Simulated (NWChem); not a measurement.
**C9H6N2 (SMILES C=N/C(C#CC)=C\C#CC#N): PW6B95-D3(0)/6-31G**

What is the energy difference between two shapes of C9H6N2 at PW6B95-D3(0)/6-31G? 

Program for the calculation: NWChem 7.3.0.

## (1) The system as given

The species is C9H6N2 (17 atoms), meant as a singlet with charge 0. As SMILES, `C=N/C(C#CC)=C\C#CC#N`. The shape is that of a GFN2-xTB optimisation. This is one conformer, not always the lowest.

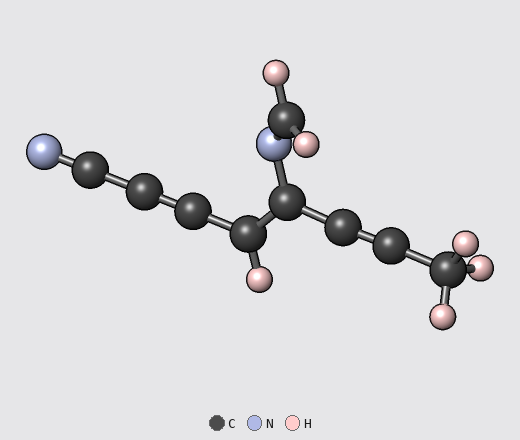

Viewed from a chosen angle; carbon dark grey, nitrogen light blue, hydrogen pink.

## (2) Energy and one-electron properties at PW6B95-D3(0)/6-31G

Input file input.nw:

```
start input
memory 2900 mb
charge 0

geometry units angstrom noautosym nocenter noautoz
 C    -0.211250    2.273420    0.024980
 N    -0.692840    1.200140   -0.412780
 C    -0.197420   -0.054740   -0.125940
 C     1.203040   -0.250100   -0.068260
 C     2.404100   -0.333120   -0.026310
 C     3.836450   -0.485890    0.034240
 C    -1.053480   -1.102840    0.025660
 C    -2.432330   -0.957820   -0.011580
 C    -3.642860   -0.841340   -0.046590
 C    -4.990760   -0.712250   -0.081840
 N    -6.137260   -0.602780   -0.106220
 H     0.609130    2.340560    0.745040
 H    -0.651570    3.199640   -0.314460
 H     4.310940    0.482510    0.191120
 H     4.201310   -0.910700   -0.901010
 H     4.107090   -1.152810    0.852760
 H    -0.662290   -2.091860    0.221170
end

basis
 * library 6-31G
end

dft
 xc pw6b95
 disp vdw 3
 grid medium
 mulliken
end

property
 dipole
 electrondensity
 quadrupole
 octupole
end

task dft property
```

On the command line:

```sh
nwchem input.nw > input.out
```

Log:

```text
[...]
          Wavefunction type:  closed shell.
          No. of atoms     :    17
          No. of electrons :    74
[...]
          Charge           :     0
          Spin multiplicity:     1
[...]
          AO basis - number of functions:   111
[...]
              XC Information
              --------------
                       PW6B95 Method XC Functional
                     Hartree-Fock (Exact) Exchange  0.280
                    PW6B95 GGA Exchange Functional  0.720
                      PW6B95 Correlation Potential  1.000
[...]
 d= 0,ls=0.0,diis     1   -456.1706196976 -9.07D+02  6.12D-02  1.23D+00    11.7
[...]
 d= 0,ls=0.0,diis    11   -456.3602691119 -4.02D-08  3.85D-06  3.44D-08    90.9
         Total DFT energy =     -456.360269111915
      One electron energy =    -1506.538112885319
           Coulomb energy =      664.684023625701
    Exchange-Corr. energy =      -65.381663623502
 Nuclear repulsion energy =      450.882880640002
    Dispersion correction =       -0.007396868797
[...]
      Total Density - Mulliken Population Analysis
     ---------------------------------------------
    Atom       Charge   Shell Charges
 -----------   ------   -------------------------------------------------------
    1 C    6     6.12   2.00  0.73  2.07  0.52  0.80
    2 N    7     7.29   2.00  0.82  2.46  0.89  1.13
    3 C    6     5.79   2.00  0.72  2.09  0.27  0.71
    4 C    6     6.05   2.00  0.69  2.09  0.40  0.86
    5 C    6     6.17   2.00  0.70  2.03  0.43  1.00
    6 C    6     6.42   2.00  0.67  2.18  0.61  0.97
    7 C    6     6.00   2.00  0.71  2.12  0.26  0.92
    8 C    6     6.04   2.00  0.71  2.04  0.38  0.91
    9 C    6     6.08   2.00  0.68  2.11  0.46  0.83
   10 C    6     6.06   2.00  0.73  2.12  0.18  1.04
[...]
   Dipole moment        8.2507607664 Debye(s)
             DMX        8.1427921088 DMXEFC        0.0000000000
             DMY        0.6976998286 DMYEFC        0.0000000000
             DMZ        1.1327863199 DMZEFC        0.0000000000
   -EFC- dipole         0.0000000000 DEBYE(S)
   Total dipole         8.2507607664 DEBYE(S)
[...]
```

It took 92 s on 1 thread of AMD EPYC 7R43 (Zen 3), shared host; peak memory 0.13 GiB.

Atomic charges (e):

```tsv
atom	Mulliken	Löwdin
C1	-0.120	-0.070
N2	-0.290	-0.120
C3	+0.210	+0.070
C4	-0.050	-0.110
C5	-0.170	-0.030
C6	-0.420	-0.310
C7	+0.000	-0.120
C8	-0.040	+0.040
C9	-0.080	-0.080
C10	-0.060	-0.040
N11	-0.100	-0.040
H12	+0.150	+0.100
H13	+0.170	+0.130
H14	+0.190	+0.150
H15	+0.200	+0.150
H16	+0.200	+0.150
H17	+0.210	+0.150
```

## (3) The distorted shape, same level

Input file test.xyz:

```xyz
17

C     -0.188298     2.287615     0.032122
N     -0.702314     1.194477    -0.413318
C     -0.200998    -0.042005    -0.151874
C      1.199554    -0.226955    -0.071957
C      2.393187    -0.303175    -0.025292
C      3.810167    -0.514443     0.038315
C     -1.054899    -1.118971     0.022072
C     -2.461801    -0.945565    -0.030847
C     -3.654414    -0.861951    -0.034589
C     -4.960908    -0.707163    -0.051723
N     -6.114810    -0.587367    -0.128113
H      0.629617     2.350555     0.730182
H     -0.653444     3.217786    -0.303968
H      4.298864     0.475503     0.158839
H      4.243175    -0.927574    -0.887504
H      4.153513    -1.176660     0.856616
H     -0.679922    -2.123771     0.195609
```

Input file test.nw:

```
start test
memory total 2900 mb
charge 0
geometry units angstrom noautosym nocenter noautoz
 load format xyz test.xyz
end
basis
 C library 6-31G
 N library 6-31G
 H library 6-31G
end
dft
 xc pw6b95
 disp vdw 3
 grid medium
 mulliken
 print low
end
property
 dipole
 electrondensity
 quadrupole
 octupole
end
task dft property
```

On the command line:

```sh
nwchem test.nw > test.out
```

Log:

```text
[...]
 d= 0,ls=0.0,diis     1   -456.1624380433 -9.07D+02  6.58D-02  1.23D+00    10.3
[...]
 d= 0,ls=0.0,diis    11   -456.3540489705 -4.92D-08  4.29D-06  3.56D-08    84.1
         Total DFT energy =     -456.354048970494
      One electron energy =    -1506.540768204555
           Coulomb energy =      664.687611134139
    Exchange-Corr. energy =      -65.360687717148
 Nuclear repulsion energy =      450.867199109506
    Dispersion correction =       -0.007403292437
[...]
      Total Density - Mulliken Population Analysis
     ---------------------------------------------
    Atom       Charge   Shell Charges
 -----------   ------   -------------------------------------------------------
    1 C    6     6.11   2.00  0.73  2.05  0.52  0.82
    2 N    7     7.30   2.00  0.82  2.45  0.90  1.14
    3 C    6     5.81   2.00  0.72  2.09  0.29  0.71
    4 C    6     6.01   2.00  0.69  2.10  0.39  0.83
    5 C    6     6.19   2.00  0.70  2.04  0.46  0.99
    6 C    6     6.44   2.00  0.67  2.16  0.61  1.00
    7 C    6     5.96   2.00  0.70  2.09  0.28  0.90
    8 C    6     5.95   2.00  0.71  2.04  0.31  0.89
    9 C    6     6.09   2.00  0.68  2.15  0.54  0.71
   10 C    6     6.16   2.00  0.73  2.13  0.24  1.06
[...]
   Dipole moment        8.2740341481 Debye(s)
             DMX        8.1645104897 DMXEFC        0.0000000000
             DMY        0.6898444389 DMYEFC        0.0000000000
             DMZ        1.1508797498 DMZEFC        0.0000000000
   -EFC- dipole         0.0000000000 DEBYE(S)
   Total dipole         8.2740341481 DEBYE(S)
[...]
```

Run time: 85 s. Hardware: 1 thread of AMD EPYC 7R43 (Zen 3), shared host; peak memory 0.13 GiB.

Atomic charges (e):

```tsv
atom	Mulliken
C1	-0.110
N2	-0.300
C3	+0.190
C4	-0.010
C5	-0.190
C6	-0.440
C7	+0.040
C8	+0.050
C9	-0.090
C10	-0.160
N11	-0.110
H12	+0.160
H13	+0.180
H14	+0.190
H15	+0.200
H16	+0.200
H17	+0.210
```

## (4) What came out

At PW6B95-D3(0)/6-31G:

| quantity | value |
| --- | --- |
| first shape: total energy | -456.36027 Eh |
| first shape: dipole moment | 8.25 D |
| first shape: HOMO energy | -6.51 eV |
| first shape: LUMO energy | -2.26 eV |
| first shape: HOMO–LUMO gap | 4.25 eV |
| first shape: dispersion energy | -19.42 kJ/mol |
| distorted shape: total energy | -456.35405 Eh |
| distorted shape: dipole moment | 8.27 D |
| distorted shape: dispersion energy | -19.44 kJ/mol |
| energy change with the atoms displaced | 0.169 eV |

In words: With the atoms displaced the energy rises by 0.17 eV (16.3 kJ/mol). The first shape isn't relaxed at this level, so the change isn't measured from a minimum. Mulliken charges (first shape) run from -0.42 on C6 to +0.21 on C3. Mulliken charges (distorted shape) run from -0.44 on C6 to +0.21 on H17.
